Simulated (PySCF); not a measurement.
# C4H8BFO: electronic excitations

Wanted: the electronic excitations of C4H8BFO (`C=C(F)OBCC`), by calculation.

Computed with PySCF 2.14.0, with density-fitted response routines of our own, on a single molecule in the gas phase. Atoms count from 0, in the outputs and in this text.

## (1) Starting geometry

15 atoms, charge 0, multiplicity 1; geometry from: GFN2-xTB.

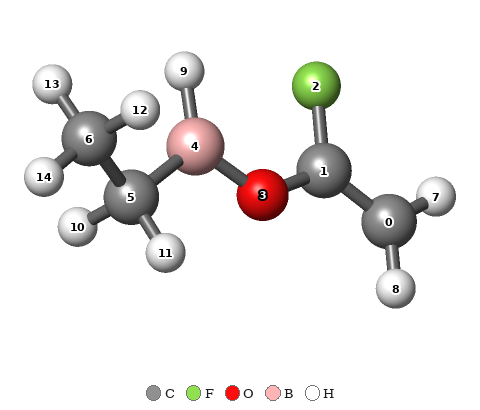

As it starts; carbon grey, fluorine green, oxygen red, boron pink, hydrogen white, atoms numbered.

## (2) Ultraviolet spectrum: PBE0/def2-SVPD

Job settings and geometry (Å):

```
{"job": {"kind": "uv", "xc": "PBE0", "basis": "def2-SVPD", "nstates": 8, "ntriplets": 3}, "charge": 0, "multiplicity": 1}
C      3.362227     0.253286     0.187005
C      2.152285     0.693817    -0.113368
F      1.973796     1.995552    -0.442410
O      1.050588    -0.044863    -0.128723
B     -0.217220     0.335234    -0.400546
C     -1.305299    -0.818728    -0.380276
C     -2.710675    -0.366405     0.023623
H      4.203050     0.918374     0.174192
H      3.515185    -0.775076     0.447513
H     -0.491220     1.451706    -0.655156
H     -1.362248    -1.240965    -1.388973
H     -0.990526    -1.640180     0.266286
H     -2.709026     0.018623     1.040436
H     -3.061560     0.422895    -0.636280
H     -3.413769    -1.195280    -0.026546
```

Level: TDDFT PBE0/def2-SVPD, vertical, gas phase, core orbitals frozen in the response.

Run with:

```console
> OMP_NUM_THREADS=1 python probes_run.py task.json out
```

The driver reads the jobs from task.json and runs them one after another.

Predict these results of the whole session: lowest singlet (PBE0/def2-SVPD); lowest triplet.

As calculated:

| quantity | value |
| --- | --- |
| lowest singlet (PBE0/def2-SVPD) | 5.86 eV (212 nm), f = 0.292 |
| lowest triplet | 4.21 eV |

The lowest singlet, at 5.86 eV, is HOMO→LUMO 0.96 and is bright. The lowest triplet lies 1.65 eV below the lowest singlet (triplets in Tamm-Dancoff, singlets in full TDDFT).
